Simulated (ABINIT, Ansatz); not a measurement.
# How the form of the self-energy moves the gap of K2LiAlF6 (Fm-3m), part 2 of 2

How much does the gap of K2LiAlF6 (Fm-3m) depend on the approximation to the self-energy?

ABINIT 10.8.3; LDA and many-body steps on it, plane waves. Known limits of the many-body steps: not at the basis limit; coarse k mesh.

So far. Step 5 (G0W0, Hybertsen-Louie plasmon pole): Against G0W0 in ABINIT (2×2×2 mesh, 112 bands, screening to 114.3 eV, Godby-Needs plasmon pole), the gap moves by +0.709 eV. Step 6 (G0W0, Engel-Farid plasmon pole): Against G0W0 in ABINIT (2×2×2 mesh, 112 bands, screening to 114.3 eV, Godby-Needs plasmon pole), the gap moves by −0.023 eV.

## Step 7: One-shot COHSEX

This step: one-shot COHSEX on LDA, plane waves, norm-conserving pseudopotentials.

Input file run.abi:

```
acell 3*1.0 Angstrom
rprim 
  0.000000000000 3.921000000000 3.921000000000
  3.921000000000 0.000000000000 3.921000000000
  3.921000000000 3.921000000000 -0.000000000000
ntypat 4
znucl 19 3 13 9
natom 10
typat 1 1 2 3 4 4 4 4 4 4
xred 
  0.250000000000 0.250000000000 0.250000000000
  0.750000000000 0.750000000000 0.750000000000
  0.500000000000 0.500000000000 0.500000000000
  0.000000000000 -0.000000000000 0.000000000000
  0.768900000000 0.231100000000 0.231100000000
  0.231100000000 0.768900000000 0.231100000000
  0.231100000000 0.768900000000 0.768900000000
  0.768900000000 0.231100000000 0.768900000000
  0.231100000000 0.231100000000 0.768900000000
  0.768900000000 0.768900000000 0.231100000000
pp_dirpath "pseudos"
pseudos "K.upf, Li.upf, Al.upf, F.upf"
ecut 36
ngkpt 2 2 2
nshiftk 1
shiftk 0 0 0
kptopt 1
chksymbreak 0
istwfk *1
occopt 1
irdwfk 1
optdriver 4
nband 112
gwcalctyp 7
ecutsigx 36
symsigma 1
nkptgw 1
kptgw 
  0.0000000000 0.0000000000 0.0000000000
bdgw 
  31 36
ecuteps 4.2
irdscr 1
indata_prefix "in"
outdata_prefix "out"
tmpdata_prefix "tmp"
```

On the command line:

```bash
$ OMP_NUM_THREADS=1 mpirun -n 4 abinit run.abi > log
```

Numbers of over 12 decimals in the logs are rounded to 6 here.

Log:

```text
.Version 10.8.3 of ABINIT. v10.8.2 released Aug 2026.

 Symmetries : space group Fm -3 m (#225); Bravais cF (face-center cubic)
[... echo of the input left out ...]
== DATASET  1 ==================================================================
-   mpi_nproc: 4, omp_nthreads: 1 (-1 if OMP is not activated)

--- !DatasetInfo
iteration_state: {dtset: 1, }
dimensions: {natom: 10, nkpt: 3, mband: 112, nsppol: 1, nspinor: 1, nspden: 1, mpw: 8393, }
cutoff_energies: {ecut:  36.0, pawecutdg:  -1.0, }
[...]
34   7.864 -11.404  -6.118  -3.512   1.000   0.000  -9.630   1.774   9.638
       35  10.340 -10.711  -4.753  -3.798   1.000   0.000  -8.551   2.160  12.500
       36  10.340 -10.711  -4.753  -3.798   1.000   0.000  -8.551   2.160  12.500

== END DATASET(S) ==============================================================
================================================================================

 -outvars: echo values of variables after computation  --------
           etotal      0.0000000000E+00
            nband         112
             nkpt           3
          spgroup         225
 [... the other variables as echoed above ...]

 Calculation completed.
```

It took 7.5 s on 4 MPI ranks of Arm Neoverse N1, shared host; peak memory 1.2 GiB.

Numbers from this step:

```
quasiparticle gap on the points computed              : 13.18 eV
starting gap on the mesh                              : 7.553 eV
k of the valence top                                  : 0, 0, 0
k of the conduction bottom                            : 0, 0, 0
least direct quasiparticle gap on the computed points : 13.18 eV
```

Against G0W0 in ABINIT (2×2×2 mesh, 112 bands, screening to 114.3 eV, Godby-Needs plasmon pole), the gap moves by +1.253 eV.

## Step 8: One-shot Hartree-Fock

This step: one-shot Hartree-Fock on LDA, plane waves, norm-conserving pseudopotentials.

run.abi, as its differences from that of step 7:

```diff
@@ -32,4 +32,4 @@
 optdriver 4
-nband 112
-gwcalctyp 7
+nband 37
+gwcalctyp 5
 ecutsigx 36
@@ -41,4 +41,4 @@
   31 36
-ecuteps 4.2
-irdscr 1
+ixc_sigma 40
+fftgw 31
 indata_prefix "in"
```

Log:

```text
.Version 10.8.3 of ABINIT. v10.8.2 released Aug 2026.

 Symmetries : space group Fm -3 m (#225); Bravais cF (face-center cubic)
[... echo of the input left out ...]
== DATASET  1 ==================================================================
-   mpi_nproc: 4, omp_nthreads: 1 (-1 if OMP is not activated)

--- !DatasetInfo
iteration_state: {dtset: 1, }
dimensions: {natom: 10, nkpt: 3, mband: 37, nsppol: 1, nspinor: 1, nspden: 1, mpw: 8393, }
cutoff_energies: {ecut:  36.0, pawecutdg:  -1.0, }
[...]
34   7.864 -11.404  -6.118   0.000   1.000   0.000  -6.118   5.286  13.150
       35  10.340 -10.711  -4.753   0.000   1.000   0.000  -4.753   5.958  16.298
       36  10.340 -10.711  -4.753   0.000   1.000   0.000  -4.753   5.958  16.298

== END DATASET(S) ==============================================================
================================================================================

 -outvars: echo values of variables after computation  --------
           etotal      0.0000000000E+00
            nband          37
             nkpt           3
          spgroup         225
 [... the other variables as echoed above ...]

 Calculation completed.
```

Elapsed: 7.9 s, on 4 MPI ranks; peak memory 1.1 GiB.

Numbers from this step:

| Property | Result |
| --- | --- |
| quasiparticle gap on the points computed | 20.28 eV |
| starting gap on the mesh | 7.553 eV |
| k of the valence top | 0, 0, 0 |
| k of the conduction bottom | 0, 0, 0 |
| least direct quasiparticle gap on the computed points | 20.28 eV |

Against G0W0 in ABINIT (2×2×2 mesh, 112 bands, screening to 114.3 eV, Godby-Needs plasmon pole), the gap moves by +8.350 eV.

## Step 9: Screening, 2×2×2 mesh, 112 bands, screening to 114.3 eV

This step: RPA screening on LDA, plane waves, norm-conserving pseudopotentials.

run.abi, as its differences from that of step 8:

```diff
@@ -31,14 +31,14 @@
 irdwfk 1
-optdriver 4
-nband 37
-gwcalctyp 5
-ecutsigx 36
-symsigma 1
-nkptgw 1
-kptgw 
-  0.0000000000 0.0000000000 0.0000000000
-bdgw 
-  31 36
-ixc_sigma 40
-fftgw 31
+optdriver 3
+nband 112
+ecuteps 4.2
+inclvkb 2
+awtr 1
+symchi 1
+gwcalctyp 2
+nfreqre 16
+freqremax 40 eV
+nfreqim 8
+spmeth 1
+nomegasf 120
 indata_prefix "in"
```

Log:

```text
.Version 10.8.3 of ABINIT. v10.8.2 released Aug 2026.

 Symmetries : space group Fm -3 m (#225); Bravais cF (face-center cubic)
[... echo of the input left out ...]
== DATASET  1 ==================================================================
-   mpi_nproc: 4, omp_nthreads: 1 (-1 if OMP is not activated)

--- !DatasetInfo
iteration_state: {dtset: 1, }
dimensions: {natom: 10, nkpt: 3, mband: 112, nsppol: 1, nspinor: 1, nspden: 1, mpw: 8393, }
cutoff_energies: {ecut:  36.0, pawecutdg:  -1.0, }
electrons: {nelect:   6.60000000E+01, charge:   0.00000000E+00, occopt:   1.00000000E+00, tsmear:   1.00000000E-02, }

 SCREENING: Calculation of the susceptibility and dielectric matrices

 Based on a program developped by R.W. Godby, V. Olevano, G. Onida, and L. Reining.
 Incorporated in ABINIT by V. Olevano, G.-M. Rignanese, and M. Torrent.
.Using double precision arithmetic ; gwpc =  8

[... cell and pseudopotentials left out ...]
--------------------------------------------------------------------------------

 ==== K-mesh for the wavefunctions ====
 Number of points in the irreducible wedge :     3
[... list of points left out ...]
 Together with 48 symmetry operations and time-reversal symmetry
 yields     8 points in the full Brillouin Zone.

 ==== Q-mesh for the screening function ====
 Number of points in the irreducible wedge :     3
[... list of points left out ...]
 Together with 48 symmetry operations and time-reversal symmetry
 yields     8 points in the full Brillouin Zone.

 setmesh: FFT mesh size selected  =    40x   40x   40
          total number of points  =        64000

 vcoul_init : cutoff-mode = AUXILIARY_FUNCTION
 q-points for optical limit:   1
     1)      0.000010    0.000020    0.000030

- screening: taking advantage of time-reversal symmetry
- Maximum band index for partially occupied states nbvw = 33
- Remaining bands to be divided among processors   nbcw = 79
- Number of bands treated by each node ~19

 Number of electrons calculated from density =   66.0000; Expected =   66.0000
 average of density, n =  0.081120
 r_s =    1.4331
 omega_plasma =   27.4738 [eV]

 calculating chi0 at frequencies [eV] :
  1    0.000000E+00    0.000000E+00
  2    2.666667E+00    0.000000E+00
  3    5.333333E+00    0.000000E+00
[...]
23    0.000000E+00    6.997103E+01
 24    0.000000E+00    9.851997E+01

--------------------------------------------------------------------------------
  q-point number  1        q = ( 0.000000, 0.000000, 0.000000) [r.l.u.]
--------------------------------------------------------------------------------
[... chi0 elements left out ...]
  [... further frequencies ...]

 No. of calculated frequencies >  15, stop printing
 For q-point:  0.000010 0.000020 0.000030
  dielectric constant =   2.0531
  dielectric constant without local fields =   2.2010

  Average fulfillment of the sum rule on Im[epsilon] for q-point    1 :     36.56  [%]
[... wings left out ...]
  q-point number  2        q = ( 0.500000, 0.000000, 0.000000) [r.l.u.]
--------------------------------------------------------------------------------
[... chi0 elements left out ...]
  [... further frequencies ...]

 No. of calculated frequencies >  15, stop printing
  Average fulfillment of the sum rule on Im[epsilon] for q-point    2 :     42.47  [%]

 [... 1 further q-points ...]
```

The job ended after 64 s (4 MPI ranks; peak memory 2.1 GiB).

This step gave:

* ε∞ with local fields, on this mesh, along the program's q direction: 2.053
* the same without local fields: 2.201
* plasma frequency: 27.47 eV
* plane waves in the screening matrix: 331

## Step 10: G0W0, contour deformation

This step: G0W0 on LDA, plane waves, norm-conserving pseudopotentials.

run.abi, as its differences from that of step 9:

```diff
@@ -31,14 +31,14 @@
 irdwfk 1
-optdriver 3
+optdriver 4
 nband 112
+gwcalctyp 2
+ecutsigx 36
+symsigma 1
+nkptgw 1
+kptgw 
+  0.0000000000 0.0000000000 0.0000000000
+bdgw 
+  31 36
 ecuteps 4.2
-inclvkb 2
-awtr 1
-symchi 1
-gwcalctyp 2
-nfreqre 16
-freqremax 40 eV
-nfreqim 8
-spmeth 1
-nomegasf 120
+irdscr 1
 indata_prefix "in"
```

Log:

```text
.Version 10.8.3 of ABINIT. v10.8.2 released Aug 2026.

 Symmetries : space group Fm -3 m (#225); Bravais cF (face-center cubic)
[... echo of the input left out ...]
== DATASET  1 ==================================================================
-   mpi_nproc: 4, omp_nthreads: 1 (-1 if OMP is not activated)

--- !DatasetInfo
iteration_state: {dtset: 1, }
dimensions: {natom: 10, nkpt: 3, mband: 112, nsppol: 1, nspinor: 1, nspden: 1, mpw: 8393, }
cutoff_energies: {ecut:  36.0, pawecutdg:  -1.0, }
[...]
32   0.311 -22.825 -30.265   5.060   0.817  -0.224 -24.770  -1.945  -1.634
[...]
36  10.340 -10.711  -4.753  -2.505   0.896  -0.116  -7.617   3.094  13.435
       36   0.000   0.000   0.000  -0.000   0.000   0.000  -0.000  -0.000  -0.000

== END DATASET(S) ==============================================================
================================================================================

 -outvars: echo values of variables after computation  --------
           etotal      0.0000000000E+00
            nband         112
             nkpt           3
          spgroup         225
 [... the other variables as echoed above ...]

 Calculation completed.
```

Elapsed: 10 s, on 4 MPI ranks; peak memory 1.3 GiB.

This step gave:

```yaml
g0w0_gap_on_the_points_computed: 11.91 eV
starting_gap_on_the_mesh: 7.553 eV
k_of_the_valence_top: 0, 0, 0
k_of_the_conduction_bottom: 0, 0, 0
least_direct_g0w0_gap_on_the_computed_points: 11.91 eV
```

Against G0W0 in ABINIT (2×2×2 mesh, 112 bands, screening to 114.3 eV, Godby-Needs plasmon pole), the gap moves by −0.019 eV.

## Step 11: Side by side

Times are wall times on 4 MPI ranks of Arm Neoverse N1, shared host, good to a factor of about two. A run's time includes the screening step that it read.

```csv
run,mesh,bands,screening cutoff (eV),DFT gap (eV),gap on the mesh (eV),direct (eV),ε∞ used,time
"G0W0, Godby-Needs plasmon pole",2×2×2,112,114.3,7.553,11.929,11.929,2.05,66 s
"G0W0, Hybertsen-Louie plasmon pole",2×2×2,112,114.3,7.553,12.638,12.638,2.05,66 s
"G0W0, Engel-Farid plasmon pole",2×2×2,112,114.3,7.553,11.906,11.906,2.05,64 s
one-shot COHSEX,2×2×2,112,114.3,7.553,13.182,13.182,2.05,61 s
one-shot Hartree-Fock,2×2×2,-,-,7.553,20.279,20.279,-,7.9 s
"G0W0, contour deformation",2×2×2,112,114.3,7.553,11.910,11.910,2.05,75 s
```

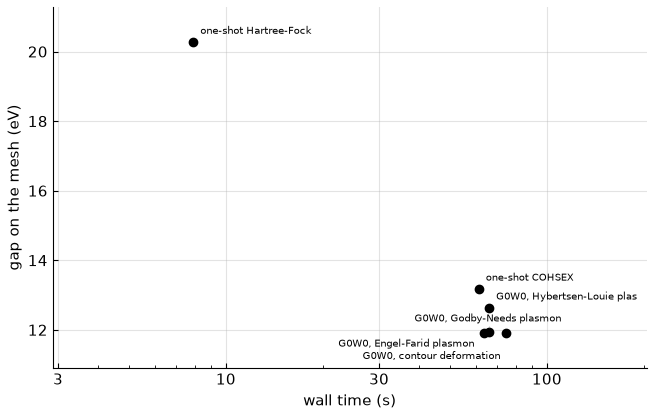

Result against wall time.

## Step 12: Outcome

```yaml
g0w0_godby_needs_plasmon_pole: 11.929 eV
g0w0_hybertsen_louie_plasmon_pole: 12.638 eV
g0w0_engel_farid_plasmon_pole: 11.906 eV
one_shot_cohsex: 13.182 eV
one_shot_hartree_fock: 20.279 eV
g0w0_contour_deformation: 11.910 eV
known_limits: not at the basis limit; coarse k mesh
```

G0W0, Hybertsen-Louie plasmon pole: +0.709 eV against G0W0, Godby-Needs plasmon pole. G0W0, Engel-Farid plasmon pole: −0.023 eV against G0W0, Godby-Needs plasmon pole. One-shot COHSEX: +1.253 eV against G0W0, Godby-Needs plasmon pole. One-shot Hartree-Fock: +8.350 eV against G0W0, Godby-Needs plasmon pole. G0W0, contour deformation: −0.019 eV against G0W0, Godby-Needs plasmon pole. Bare exchange alone opens the gap to 20.28 eV; against G0W0, correlation takes back 8.35 eV. Static COHSEX lies above G0W0: it lacks the factor Z and overstates the Coulomb hole of the filled states. Bands and cutoff are finite, so the gap is not at the basis limit. The miss can reach some tenths of an eV and take either sign; the mesh is an error of its own. In the G0W0 runs levels were corrected at 1 k point alone, so a gap called «on the mesh» is the least over those, and an edge elsewhere would be missed. The 2×2×2 mesh is coarse for this cell, which bears on the long-range parts of exchange and screening.

[Paths, hosts, dates, memory and timing lines, banners, echoed tables and standing remarks are left out of the program output.]

[Logs are printed without paths, hosts, clocks, repeated set-up lines and the standing remarks that a program may print on its own settings, such as how far it seeks lower states.]

[Runs of the session that timed out or met a known fault of the program may be left out.]

[Hosts, paths, dates, database ids (printed as entryN), source tags and the programs' standing remarks are cut or masked in the printed files.]

[G0W0 gaps are taken among the corrected bands and points alone; a level outside them can change the order at an edge.]

[Where Ansatz stands beside ABINIT at settings called matched, ABINIT's density can come from a denser mesh and the files from another edition; pairs whose starting gaps differed by over 0.03 eV were left out, so agreement reads better than it is.]
